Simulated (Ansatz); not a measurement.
# SiH3 (doublet): one geometry, many settings at a displaced geometry (v1)

Aim: run SiH3 (doublet) at one geometry under a spread of methods and options, and see what each costs and gives.

Method: the settings change from run to run; program: Ansatz 0.2.0, Gaussian basis.

21 further runs of the same task are left out: 10 that didn't finish, 11 set aside as unsound or not needed.

## Step 1: What is computed

The geometry is a PBE0/def2-TZVP stationary point (not a proven minimum) with its atoms shifted at random (size 0.040 Å).

4 atoms, charge 0, spin multiplicity 2.

Atoms are counted from 1 here; the program's logs count them from 0.

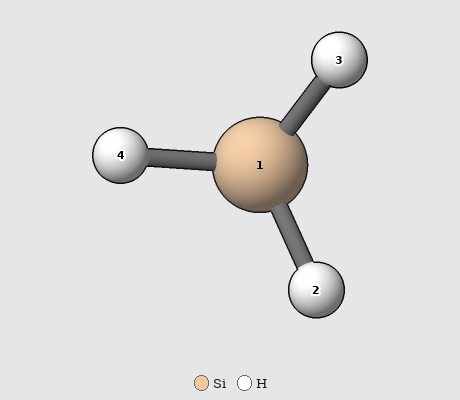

The structure; silicon light orange, hydrogen white; atoms are numbered from 1 in the order of the file.

## Step 2: CASSCF(3,2)/6-31G

in.yaml reads:

```yaml
crystal:
  periodic: [false, false, false]
  atoms:
    - {symbol: Si, position_ang: [0.000393, -0.000301, -0.040857]}
    - {symbol: H, position_ang: [1.414817, -0.001789, 0.400844]}
    - {symbol: H, position_ang: [-0.673625, 1.262946, 0.352142]}
    - {symbol: H, position_ang: [-0.752131, -1.252768, 0.385475]}
basis:
  gaussian: {orbitals: 6-31G}
magnetization: {spin_polarized: false, initial_magnetization: 1}
correlation: {active_space: {window: {electrons: 3, orbitals: 2}}}
```

Launch:

```sh
$ ansatz run in.yaml --threads 1 --pin off --events-out ev --progress --plain --max-ram 2393MiB
```

Standard output:

```text
Functional definition: HF
  name "HF"
  cite "Fock, Z. Phys. 61, 126 (1930) doi:10.1007/BF01340294"
  parent pbe
  exchange = exact_x
  correlation = 0
236 factors; integrals over basis functions are off by at most 1.9e-4 eV
mean field evaluation 1: about -7906.3327 eV, gradient 6.8e0 eV
mean field evaluation 2: about -7906.3338 eV, gradient 6.8e0 eV
mean field evaluation 4: about -7906.6873 eV, gradient 2.1e-1 eV
mean field evaluation 8: about -7906.6881 eV, gradient 8.6e-5 eV
mean field -7906.68812799 eV, -290.5654293579 hartree, gradient 9.5e-7 eV, S^2 0.750000; 0 other end points of the search recorded, 0 dependent functions left out
reference -7906.68812799 eV, -290.5654293579 hartree; 9, 8 occupied and 10, 11 virtual orbitals, 236 factors
state -7906.68812799 eV, -290.5654293579 hartree
Total energy: -7906.68812799 eV, -290.5654293579 hartree
```

Run time: 0.12 s. Hardware: 1 thread of Intel Xeon Platinum 8488C, shared host.

From the report: 2 determinants; active occupations 2.00, 1.00. With so small a space the active step adds no correlation: the energy is the mean field's.

## Step 3: CASCI(5,6)/6-31G*

in.yaml: that of step 2 with these lines changed.

```diff
@@ -8,4 +8,4 @@
 basis:
-  gaussian: {orbitals: 6-31G}
+  gaussian: {orbitals: "6-31G*"}
 magnetization: {spin_polarized: false, initial_magnetization: 1}
-correlation: {active_space: {window: {electrons: 3, orbitals: 2}}}
+correlation: {active_space: {window: {electrons: 5, orbitals: 6}, fixed_orbitals: true}}
```

The command is unchanged.

Standard output:

```text
Functional definition: HF
  name "HF"
  cite "Fock, Z. Phys. 61, 126 (1930) doi:10.1007/BF01340294"
  parent pbe
  exchange = exact_x
  correlation = 0
261 factors; integrals over basis functions are off by at most 7.9e-4 eV
mean field evaluation 1: about -7907.1898 eV, gradient 8.2e0 eV
mean field evaluation 2: about -7907.2062 eV, gradient 8.3e0 eV
mean field evaluation 4: about -7907.7236 eV, gradient 4.1e-1 eV
mean field evaluation 8: about -7907.7259 eV, gradient 1.8e-4 eV
mean field -7907.72586798 eV, -290.6035655993 hartree, gradient 6.7e-6 eV, S^2 0.750000; 0 other end points of the search recorded, 0 dependent functions left out
reference -7907.72586798 eV, -290.6035655993 hartree; 9, 8 occupied and 16, 17 virtual orbitals, 261 factors
state -7907.97253888 eV, -290.6126305877 hartree
Total energy: -7907.97253888 eV, -290.6126305877 hartree
```

Run time: 0.12 s. Hardware: 1 thread of Intel Xeon Platinum 8488C, shared host.

From the report: 300 determinants; active occupations 1.99, 1.99, 1.00, 0.01, 0.01, 0.01.

## Step 4: CCSD on UHF/6-31G

in.yaml: that of step 3 with these lines changed.

```diff
@@ -8,4 +8,5 @@
 basis:
-  gaussian: {orbitals: "6-31G*"}
-magnetization: {spin_polarized: false, initial_magnetization: 1}
-correlation: {active_space: {window: {electrons: 5, orbitals: 6}, fixed_orbitals: true}}
+  gaussian: {orbitals: 6-31G}
+magnetization: {spin_polarized: true, initial_magnetization: 1}
+correlation: {method: ccsd, electrons: outside_noble_gas}
+output: {forces: true}
```

Launched as before.

Standard output (excerpt; [...] marks lines left out):

```text
Functional definition: HF
  name "HF"
  cite "Fock, Z. Phys. 61, 126 (1930) doi:10.1007/BF01340294"
  parent pbe
[...]
236 factors; integrals over basis functions are off by at most 1.9e-4 eV
[...]
mean field -7906.71487085 eV, -290.5664121400 hartree, gradient 2.0e-6 eV, S^2 0.755757; 0 other end points of the search recorded, 0 dependent functions left out
5 core orbitals not correlated: weight in the atoms' cores, before any rotation towards them, 1.000 or more for the frozen orbitals, at most 0.000 for the correlated occupied ones
reference -7906.71487085 eV, -290.5664121400 hartree; 4, 3 occupied and 10, 11 virtual orbitals, 236 factors
second order -1.33225027 eV of doubles, -0.00000000 eV of singles
cycle   1  -1.68954972 eV  change   -3.6e-1 eV  update   5.0e-2
[...]
cycle  10  -1.87644151 eV  change    7.8e-7 eV  update   1.2e-6
[...]
Total energy: -7908.59131236 eV, -290.6353700936 hartree
Atom 0 at     0.000393    -0.000301    -0.040857 Å, force    -0.293357    -0.465190    -0.336445 eV/Å
Atom 1 at     1.414817    -0.001789     0.400844 Å, force     0.570247    -0.063810     0.177997 eV/Å
Atom 2 at    -0.673625     1.262946     0.352142 Å, force    -0.318725     0.413539     0.151956 eV/Å
Atom 3 at    -0.752131    -1.252768     0.385475 Å, force     0.041835     0.115460     0.006493 eV/Å
Dipole moment:     0.000413     0.003672    -0.013947 e Å
```

It took 0.27 s on 1 thread of Intel Xeon Platinum 8488C, shared host.

From the report: ⟨S²⟩ of the determinant 0.756 (pure doublet: 0.75); correlation -1.8764 eV; T1 0.008; largest double amplitude 0.04.

## Step 5: CCSD on ROHF/6-31++G**

in.yaml: that of step 4 with these lines changed.

```diff
@@ -8,5 +8,7 @@
 basis:
-  gaussian: {orbitals: 6-31G}
-magnetization: {spin_polarized: true, initial_magnetization: 1}
-correlation: {method: ccsd, electrons: outside_noble_gas}
+  gaussian: {orbitals: "6-31++G**"}
+magnetization: {spin_polarized: false, initial_magnetization: 1}
+correlation: {method: ccsd, electrons: all}
+accuracy: high
+scf: {lower_state_search: off}
 output: {forces: true}
```

Same command.

Standard output (excerpt; [...] marks lines left out):

```text
Functional definition: HF
  name "HF"
  cite "Fock, Z. Phys. 61, 126 (1930) doi:10.1007/BF01340294"
  parent pbe
[...]
779 factors; integrals over basis functions are off by at most 3.3e-9 eV
[...]
mean field -7907.87799866 eV, -290.6091562985 hartree, gradient 1.7e-8 eV, S^2 0.750000; 0 other end points of the search recorded, 0 dependent functions left out
reference -7907.87799866 eV, -290.6091562985 hartree; 9, 8 occupied and 32, 33 virtual orbitals, 779 factors
second order -2.72722350 eV of doubles, -0.02459864 eV of singles
cycle   1  -3.20038271 eV  change   -4.5e-1 eV  update   4.9e-2
[...]
cycle  20  -3.37997537 eV  change  -4.1e-11 eV  update   1.6e-9
[...]
Total energy: -7911.25797403 eV, -290.7333681025 hartree
Atom 0 at     0.000393    -0.000301    -0.040857 Å, force    -0.273197    -0.433867     0.087104 eV/Å
Atom 1 at     1.414817    -0.001789     0.400844 Å, force    -0.150932    -0.063190     0.021323 eV/Å
Atom 2 at    -0.673625     1.262946     0.352142 Å, force     0.019780    -0.226692     0.022176 eV/Å
Atom 3 at    -0.752131    -1.252768     0.385475 Å, force     0.404348     0.723749    -0.130602 eV/Å
Dipole moment:    -0.000112     0.003076    -0.018359 e Å
Checks for a lower state left out: starts, cluster_reference, orbital_swaps, neighbouring_geometries, increment
```

Wall time 5.5 s (1 thread of Intel Xeon Platinum 8488C, shared host).

From the report: correlation -3.3800 eV; T1 0.010; largest double amplitude 0.04.

## Step 6: All runs side by side

Where basis and cores are those of an earlier FCI/6-31G run (-7908.6207 eV), and the state is the same kind, the miss against it is given.

| level | correlated | functions | energy (eV) | from FCI (meV) | time |
| --- | --- | --- | --- | --- | --- |
| CASSCF(3,2)/6-31G |  | 19 | -7906.6881 | 1932.6 | 0.12 s |
| CASCI(5,6)/6-31G* |  | 25 | -7907.9725 |  | 0.12 s |
| CCSD on UHF/6-31G | outside noble gas | 19 | -7908.5913 | 29.4 | 0.27 s |
| CCSD on ROHF/6-31++G** | all | 41 | -7911.2580 |  | 5.5 s |

## Step 7: Outcome

```
quantity                          value
    runs                              4
quickest      CASSCF(3,2)/6-31G, 0.12 s
 slowest  CCSD on ROHF/6-31++G**, 5.5 s
```

Total energies in different bases, with other cores or another treatment of relativity can't be set against each other. CCSD on ROHF/6-31++G** took 46 times as long as CASSCF(3,2)/6-31G; the jobs differ in more than the method. Hartree-Fock, CASSCF and CASCI lack dynamic correlation by design.
